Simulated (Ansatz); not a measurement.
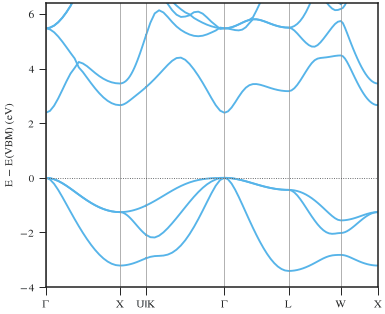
*Band structure from LDA (plane waves, PAW; program Ansatz)*

Question: Read off the gap and where the band edges lie.

Answer: About 2.4 eV (2.38 eV by a search for the band edges); maximum at Γ, minimum at Γ.

Question: Which of these materials gives this?
(A) CuCl, zinc blende
(B) MgTe, zinc blende
(C) GaN, zinc blende

Answer: B, MgTe, zinc blende

Space group F-43m (zinc blende). The cell was relaxed with LDA under the symmetry of its start; of distortions, only those at the zone centre were tested. Spin–orbit coupling is left out wherever it is not named.

Potentials: the later of the program's two PAW sets.
